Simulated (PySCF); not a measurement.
C₃H₇FGe (SMILES C=[C]([GeH3])CF)

```xyz
12

C    -0.3813    1.5548   -0.5492
C    -0.1968    0.3129   -0.1311
Ge    1.5476   -0.4629    0.3085
C    -1.3342   -0.6385    0.0658
F    -0.8212   -1.8564    0.4721
H     0.4542    2.2233   -0.6771
H    -1.3586    1.9542   -0.7788
H     1.8220   -1.6581   -0.5384
H     1.5836   -0.8721    1.7413
H     2.5987    0.5733    0.0632
H    -2.0183   -0.3078    0.8543
H    -1.8945   -0.8235   -0.8565
```

Geometry: GFN2-xTB.

Theory: PBE0/def2-SVPD, SCF density, gas phase in PySCF.

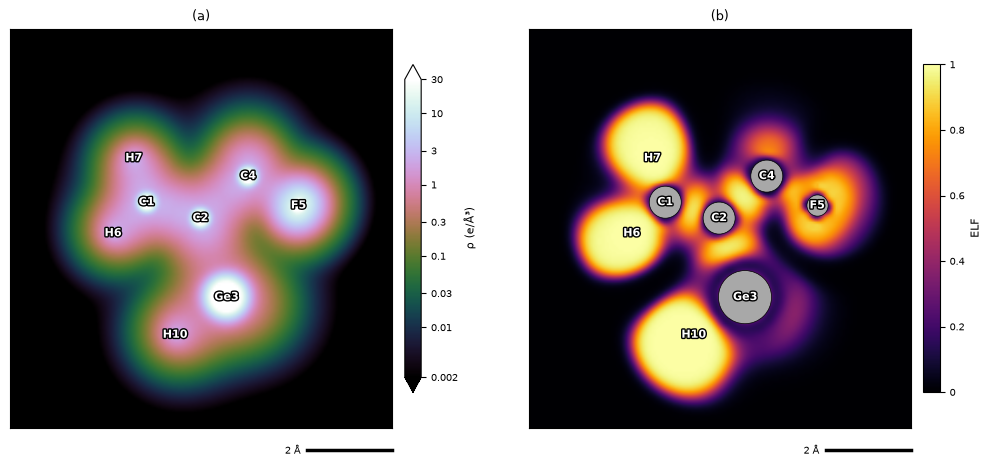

Figure 1. (a) total electron density; (b) ELF on the plane of atoms C1, C2 and Ge3. Grey discs cover the atomic cores in the ELF map.

### Read the bonding off the picture.

- Atoms in the plane: C, Ge, F and H.
- C–C (1.32 Å): the density is about 2.3 e/Å³ at the midpoint; the ELF peaks at about 0.90 between the atoms: a multiple bond.
- C–F (1.38 Å): ρ at the midpoint is about 2.1 e/Å³, with its minimum of 1.6 e/Å³ about 0.5 Å from C; the ELF peaks at about 0.85 between the atoms: a polar covalent bond.
- C–Ge (1.96 Å): ρ is about 0.87 e/Å³ halfway; the ELF peaks at about 0.95 in the valence shell of C, 0.7 Å from its nucleus, and is about 0.70 at the midpoint.
- C–H (1.08 Å): ρ is about 2 e/Å³ halfway; the ELF climbs to about 1 towards the hydrogen, as it does in any bond to H: an ordinary covalent bond to hydrogen.
- C–C (1.50 Å): ρ is about 1.8 e/Å³ halfway; the ELF peaks at about 0.95 between the atoms, as expected for a shared electron pair.
- The ELF also peaks beside F5, away from the bonds: lone-pair regions.

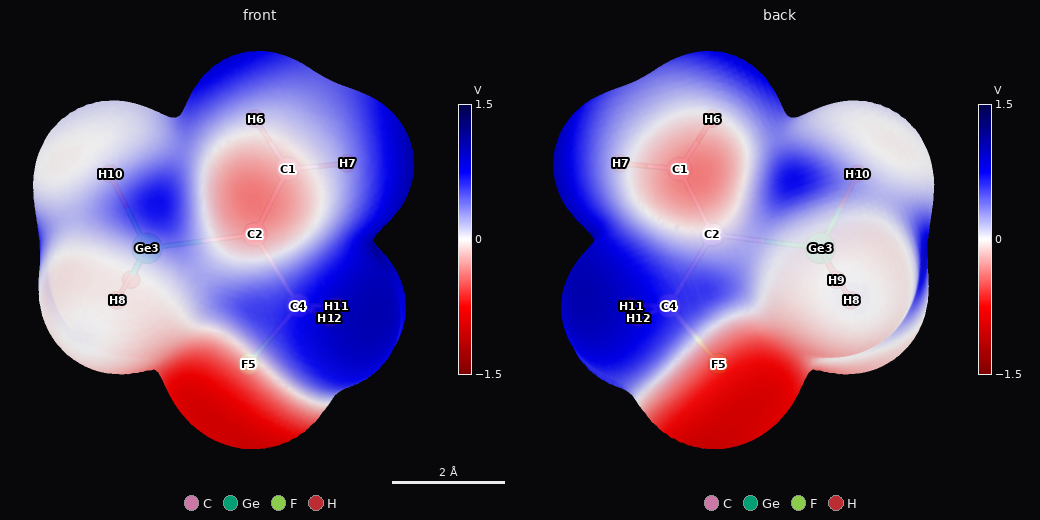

Figure 2. The electrostatic potential painted on the density surface at 0.002 e/bohr³, seen from the front and from behind; the colour scale runs from red (negative) to blue (positive).

### Describe the electrostatic potential map.

The most negative region (about −0.9 V) lies over F5, the most positive (about +1.0 V) over C4, H7, H11 and H12.

### What dipole moment does the calculation give?

Its dipole moment is 1.83 D.
